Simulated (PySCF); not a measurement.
**Run report: SiBr₄, core-level calculation**

The run: core-level calculation of SiBr₄, SMILES Br[Si](Br)(Br)Br. Method and program: delta-SCF UKS B3LYP, pcX-2 on the ionised atom (unc-x2c-TZVPall on a metal), pcseg-1 elsewhere, spin-free X2C (PySCF 2.14.0).

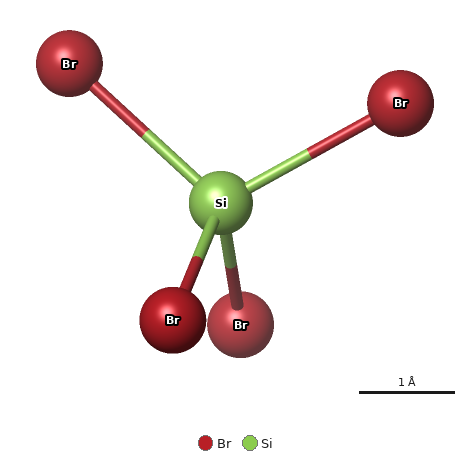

*The structure (ball-and-stick view, seen at a tilt).*

Bond lengths as drawn: Br–Si 2.19 Å.

Key numbers:

| quantity | value |
| --- | --- |
| outcome | converged |
| hardware | 4 threads of Intel Xeon (Sapphire Rapids), 64 GiB of memory available, shared host |
| wall time | 26 s (CPU time 46 s) |
| peak memory | 1.4 GiB |

Input:
```
{"job": {"kind": "xps", "xc": "B3LYP", "metal_2p": true}, "charge": 0, "multiplicity": 1}
Br    -1.164091    -1.467421    -1.142249
Si    -0.000317    -0.000021     0.000093
Br    -1.102712     1.894350     0.093464
Br     1.932673     0.326627    -0.984820
Br     0.332247    -0.753705     2.033351
```

The first line tells a small driver script what to run in PySCF; the rest is the geometry in Å.

Log:
```
ground state, core basis on atom 1 (Si), 168 functions
  cycle   1  E = -10685.01696432  |g| = 4.63e-01
  cycle   2  E = -10684.90094859  |g| = 8.11e-01
  cycle   3  E = -10685.07807044  |g| = 5.50e-02
  cycle   4  E = -10685.07888435  |g| = 1.28e-02
  cycle   5  E = -10685.07893194  |g| = 6.99e-04
  cycle   6  E = -10685.07893613  |g| = 6.61e-05
  E(ground) = -10685.09362813 Eh
hole in Si 1s of atom 1
  cycle   1  E = -10616.04786415  |g| = 4.39e+00
  cycle   2  E = -10614.97133214  |g| = 2.74e+00
  cycle   3  E = -10615.46583897  |g| = 1.53e+00
  cycle   4  E = -10616.97121116  |g| = 5.61e-01
  cycle   5  E = -10617.14885873  |g| = 8.37e-02
  cycle   6  E = -10617.15129467  |g| = 1.42e-02
  cycle   7  E = -10617.15141326  |g| = 2.50e-03
  cycle   8  E = -10617.15141703  |g| = 1.66e-04
  E(ion) = -10617.16611214 Eh   <S^2> = 0.7520   hole on atom = 1.000   binding energy = 1848.402 eV
hole in Si 2p of atom 1
  cycle   1  E = -10680.68769404  |g| = 1.25e+00
  cycle   2  E = -10679.68775690  |g| = 1.80e+00
  cycle   3  E = -10680.89227582  |g| = 4.95e-01
  cycle   4  E = -10681.03201970  |g| = 1.38e-01
  cycle   5  E = -10681.04281724  |g| = 1.15e-02
  cycle   6  E = -10681.04287819  |g| = 2.09e-03
  cycle   7  E = -10681.04288216  |g| = 5.83e-04
  cycle   8  E = -10681.04288463  |g| = 3.36e-04
  E(ion) = -10681.05755970 Eh   <S^2> = 0.7527   hole on atom = 1.002   binding energy = 109.827 eV
  2p3/2 = 109.621 eV   2p1/2 = 110.241 eV
```

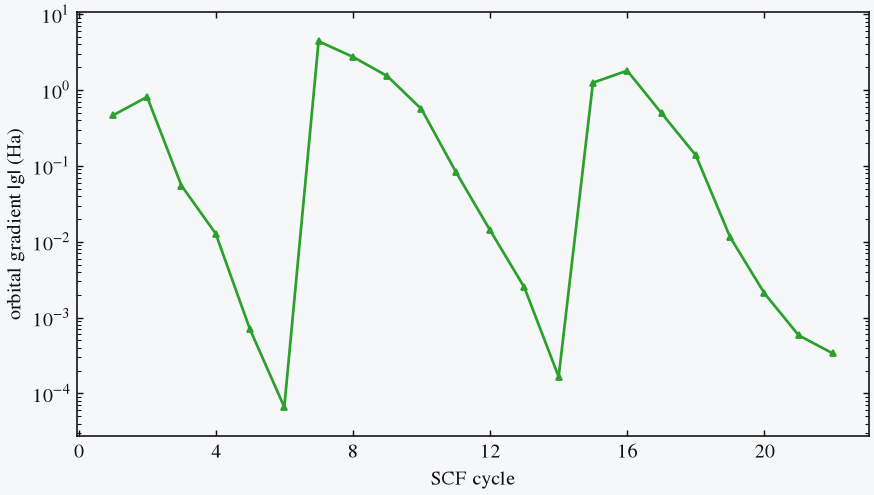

*Convergence of the self-consistent field: orbital gradient |g| against the SCF cycle.*

All cycles printed in the log are drawn one after another.
